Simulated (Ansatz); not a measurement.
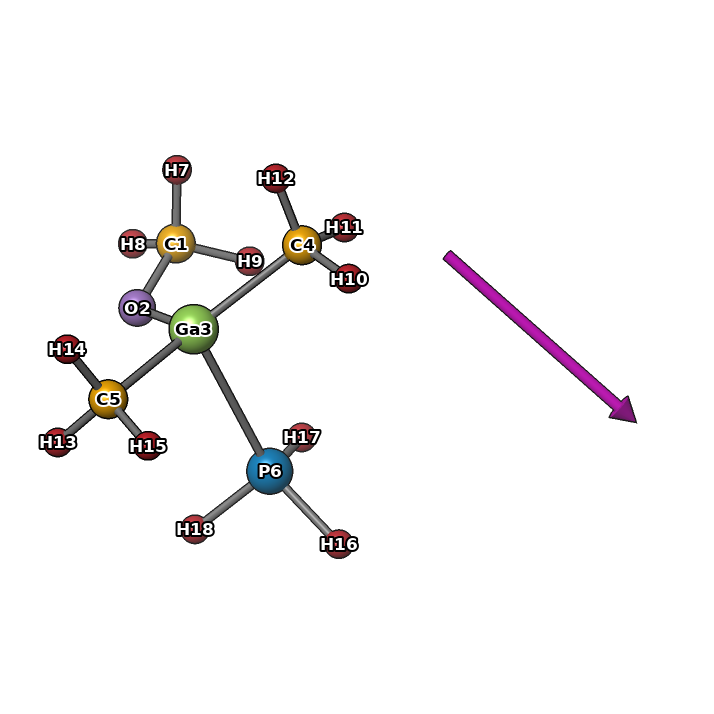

The arrow beside the molecule shows the direction of the dipole moment, from the negative to the positive end (its length means nothing). The computed structure is the end point of a PBE0-D4/def2-TZVP optimisation. No frequency run is at hand to confirm it as a minimum. Properties computed with RKS r2SCAN-D4/def2-TZVPP (Ansatz 0.2.0).

**How large is the dipole moment?**

2.65 D; it points from the side of H7, H14 to the side of H16 (the outermost atoms at the two ends).
